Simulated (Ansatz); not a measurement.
# GaCl (SMILES [Cl][Ga]) at 5 levels

We compute a comparison of 5 runs (HF/3-21G, r2SCAN/cc-pVTZ, wB97M-V/cc-pVTZ, wB97X/cc-pVTZ, CCSD(T)/cc-pVTZ) of GaCl. 

Program for the calculation: Ansatz 0.2.0.

31 further runs of the same task are left out: 31 set aside as unsound or not needed.

### 1 The molecule

GaCl has 2 atoms, charge 0, and is taken as a singlet. SMILES: `[Cl][Ga]`. The Cl1–Ga2 distance was set to 3.988 Å, away from the relaxed value.

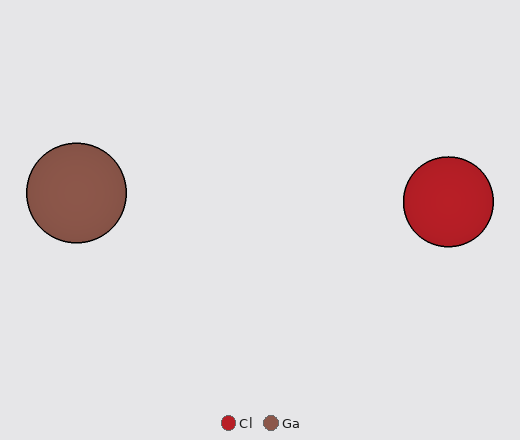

Viewed from a chosen angle; chlorine red, gallium brown.

### 2 The energy at HF/3-21G (run 1)

The input, job.yaml:

```yaml
crystal:
  periodic: [false, false, false]
  atoms:
    - {symbol: Cl, position_ang: [-0.000000, 0.000000, -1.796140]}
    - {symbol: Ga, position_ang: [0.000000, -0.000000, 2.192160]}
basis:
  gaussian: {orbitals: 3-21G-spherical.json}
hamiltonian: {xc: hf}
accuracy: high
output: {orbitals: {seedname: orbitals}}
```

The basis set 3-21G is read from a file made from the Basis Set Exchange's data (not shown).

The run is started by

```sh
$ ansatz run job.yaml --threads 1 --pin off --max-ram 3480MiB --events-out events.jsonl --progress --plain --runs-dir runs
```

Output:

```text
Warning: RAYON_NUM_THREADS=1 ignored (pool sized by the plan → 1); use --threads N
Functional definition: HF
  name "HF"
  exchange = exact_x
  correlation = 0
498 factors; integrals over basis functions are off by at most 4.8e-9 eV
mean field evaluation 1: about -64519.5511 eV, gradient 1.9e1 eV
mean field evaluation 2: about -64519.5592 eV, gradient 1.9e1 eV
mean field evaluation 4: about -64520.9407 eV, gradient 8.8e-1 eV
mean field evaluation 8: about -64520.9499 eV, gradient 1.1e-3 eV
mean field evaluation 16: about -64509.3040 eV, gradient 1.4e1 eV
mean field -64520.94987493 eV, -2371.1011740330 hartree, gradient 5.3e-8 eV, S^2 0.000000; 0 other end points of the search recorded, 0 dependent functions left out
reference -64520.94987493 eV, -2371.1011740330 hartree; 24, 24 occupied and 11, 11 virtual orbitals, 498 factors
Total energy: -64520.94987493 eV, -2371.1011740330 hartree
```

Wall time 0.22 s (1 thread of Arm Neoverse V2, shared host).

### 3 A single-point energy at r2SCAN/cc-pVTZ (run 2)

The input, job.yaml:

```yaml
crystal:
  periodic: [false, false, false]
  atoms:
    - {symbol: Cl, position_ang: [-0.000000, 0.000000, -1.796140]}
    - {symbol: Ga, position_ang: [0.000000, -0.000000, 2.192160]}
basis:
  gaussian:
    orbitals: cc-pVTZ
total_charge: 0
hamiltonian:
  xc: {name: r2SCAN}
accuracy: high
output:
  orbitals: {seedname: orbitals}
```

The run is started by

```sh
$ ansatz run job.yaml --threads 1 --pin off --max-ram 3480MiB --events-out events.jsonl --progress --plain --runs-dir runs
```

Output, cut to the lines that bear on the results:

```text
Warning: RAYON_NUM_THREADS=1 ignored (pool sized by the plan → 1); use --threads N
Functional definition: r2SCAN
  name "r2SCAN"
[...]
927 factors; integrals over basis functions are off by at most 4.6e-9 eV
[...]
mean field -64899.61013664 eV, -2385.0166819858 hartree, gradient 4.0e-8 eV, S^2 0.000000; 4 other end points of the search recorded, 0 dependent functions left out
reference -64899.61013725 eV, -2385.0166820082 hartree; 24, 24 occupied and 53, 53 virtual orbitals, 927 factors
Total energy: -64899.61013725 eV, -2385.0166820082 hartree
```

Wall time 18 s (1 thread of Arm Neoverse V2, shared host); peak memory 0.16 GiB.

Runs 3 to 4 aren't shown in full; the table further down has their settings and results.

### 4 The energy at CCSD(T)/cc-pVTZ (run 5)

The input, in.yaml:

```yaml
crystal:
  periodic: [false, false, false]
  atoms:
    - {symbol: Cl, position_ang: [-0.000000, 0.000000, -1.796140]}
    - {symbol: Ga, position_ang: [0.000000, -0.000000, 2.192160]}
basis:
  gaussian: {orbitals: cc-pVTZ}
correlation: {method: ccsd_t, frozen_orbitals: {Cl: 5, Ga: 9}}
accuracy: high
scf: {omitted_lower_state_checks: [cluster_reference, increment]}
```

The run is started by

```sh
$ ansatz run in.yaml --threads 1 --pin off --max-ram 3480MiB --events-out events.jsonl --progress --plain --runs-dir runs
```

Output:

```text
Warning: RAYON_NUM_THREADS=1 ignored (pool sized by the plan → 1); use --threads N
[... 12 lines left out ...]
14 core orbitals not correlated: weight in the atoms' cores, before any rotation towards them, 1.000 or more for the frozen orbitals, at most 0.000 for the correlated occupied ones
[... 33 lines left out ...]
Total energy: -64847.66344230 eV, -2383.1076761796 hartree
Checks for a lower state left out: cluster_reference, increment
```

Run time: 3.9 s. Hardware: 1 thread of Arm Neoverse V2, shared host; peak memory 0.2 GiB.

### 5 Overview of the runs

```
run            level  frozen core orbitals   energy (Eh)  HOMO energy (eV)  LUMO energy (eV)  HOMO–LUMO gap (eV)  wall time
  1         HF/3-21G                     –  -2371.101174             -7.70             -1.31                6.39     0.22 s
  2   r2SCAN/cc-pVTZ                     –  -2385.016682             -4.94             -4.25                0.69       18 s
  3  wB97M-V/cc-pVTZ                     –  -2384.938536             -7.56             -2.21                5.34       32 s
  4    wB97X/cc-pVTZ                     –  -2385.100962             -7.68             -2.15                5.54       14 s
  5  CCSD(T)/cc-pVTZ                    14  -2383.107676                 –                 –                   –      3.9 s
```

### 6 What came out

| quantity | value |
| --- | --- |
| run 5: total energy | -2383.10768 Eh |
| run 5: correlation energy (14 core orbitals frozen) | -336.2 mEh |
| run 5: (T) correction | -15.24 mEh |
| run 5: T1 diagnostic | 0.022 |

In words: Over runs 1, 2, 3, 4 the HOMO–LUMO gap runs from 0.69 eV (r2SCAN/cc-pVTZ) to 6.39 eV (HF/3-21G). The two ends differ in method and basis. Totals of different functionals can't be ranked against each other. All runs together took 69 s, the longest 32 s.
